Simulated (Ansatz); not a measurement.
FNO2Sn

```xyz
5

F    -1.9061    1.3089    0.2572
N     1.3474    0.1224   -0.1727
O     0.7560   -0.1621    0.8941
O     0.5912    0.1339   -1.1710
Sn   -1.3405   -0.5381   -0.0528
```

Geometry: B3LYP-D3(BJ)/def2-SVP; core potentials replace the inner electrons of Sn.

Method: Ansatz, isolated molecule in a Gaussian basis; Kohn-Sham density functional theory, functional PBE0.

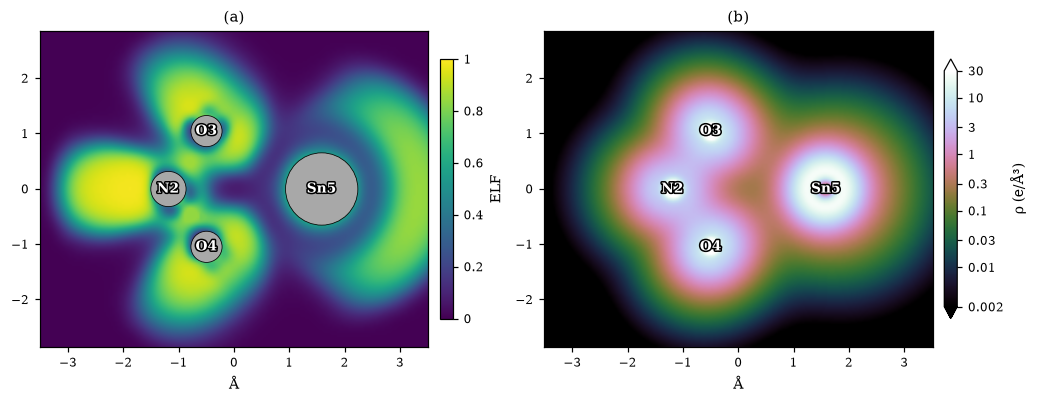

Figure 1. (a) ELF; (b) electron density on the plane of atoms N2, O3 and Sn5. Grey discs cover the atomic cores in the ELF map.

### What do the fields say about this system?

- The plane passes through N, O and Sn nuclei.
- N–O (1.25 Å): ρ is about 3.2 e/Å³ halfway; the ELF peaks at about 0.85 between the atoms; localised, covalent bonding.
- Sn–O (2.33 Å): ρ at the midpoint is about 0.39 e/Å³; the ELF is about 0.20 at the midpoint.
- The ELF also peaks beside O4, N2 and O3, away from the bonds: lone-pair regions.

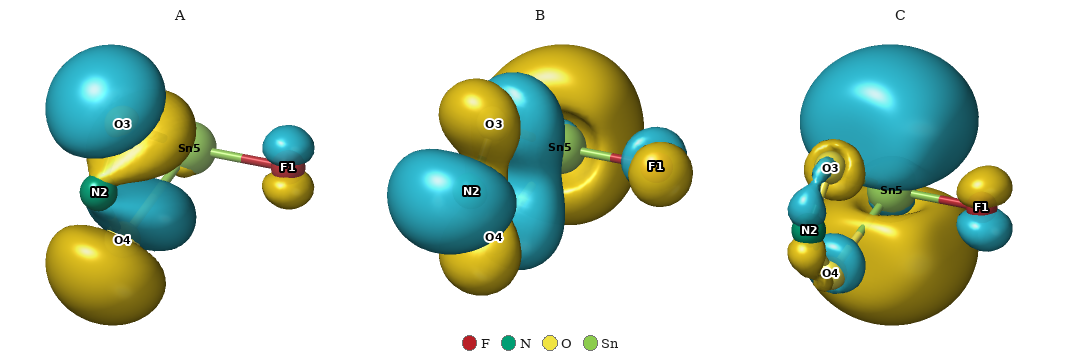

Figure 2. Three frontier orbitals at ±0.08 Å⁻³ᐟ² (yellow and cyan are the two phases), in no order.

### Order the three orbitals by energy and name them.

A is the HOMO−1 (−9.53 eV). It lies mainly on O4 (about 45 %), O3 (about 45 %) and N2 (about 5 %). B is the HOMO (−7.86 eV). It lies mainly on Sn5 (about 35 %), N2 (about 25 %), O4 (about 15 %) and O3 (about 15 %). C is the LUMO (−2.62 eV). It lies mainly on Sn5 (about 90 %).

### What is the HOMO–LUMO gap?

5.24 eV between the orbital energies.

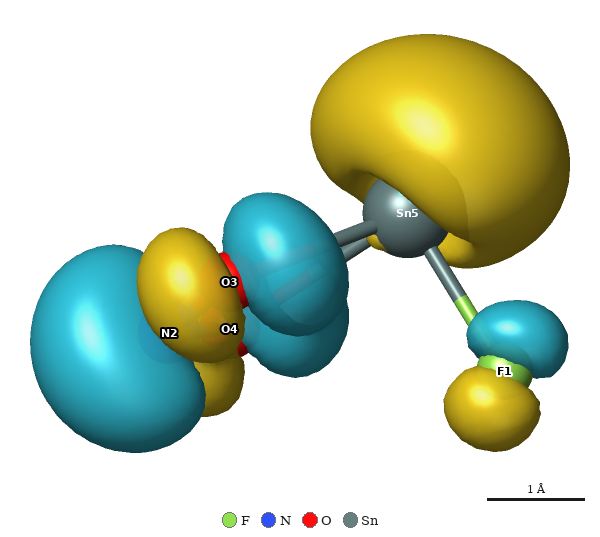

Figure 3. One frontier orbital at ±0.1 Å⁻³ᐟ² (yellow and cyan are the two phases), seen from one side.

### Which orbital is it: HOMO or LUMO?

The HOMO, at −7.86 eV. Its weight (Hirshfeld) is mainly on Sn5 (about 35 %), N2 (about 25 %), O4 (about 15 %) and O3 (about 15 %).
